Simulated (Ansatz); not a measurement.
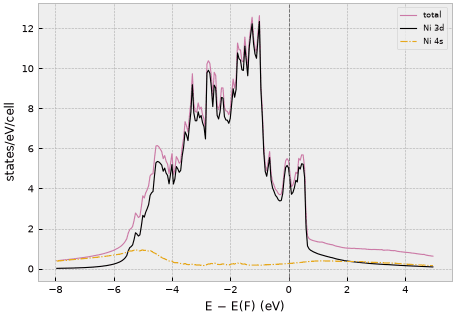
*Total and projected density of states of Ni (dhcp (α-La type), space group No. 194), plane-wave PAW r²SCAN (Ansatz code)*

### Question
Which orbitals carry the states next to the Fermi level?

### Answer
Within 0.5 eV of the Fermi level: Ni 3d 92 %, Ni 4s 6 %. Projections are on Löwdin-orthogonalised atomic valence shells; empty p or d shells of many metals are not among them.

### Question
Where is the tallest occupied peak in this window, and what makes it?

### Answer
Near -1.0 eV, about 13 states/eV per cell; the largest projected share is Ni 3d.

Space group P6_3/mmc (dhcp (α-La type)). The start of the workflow was typed in or built on a structure type; the Crystallography Open Database files this formula in space group No. 194, but the cells were not matched. It is not the phase usual at ambient conditions (space group No. 225). Symmetry was held in the r²SCAN relaxation; its stability against distortions is not shown here. The final state is ferromagnetic, chosen from 3 collinear starts compared on coarse meshes (ties went to the first, and starts can fall back to one state), not a proven ground state. Other orbital occupations within this spin state were not tried.

Potentials: the later of the program's two PAW sets.
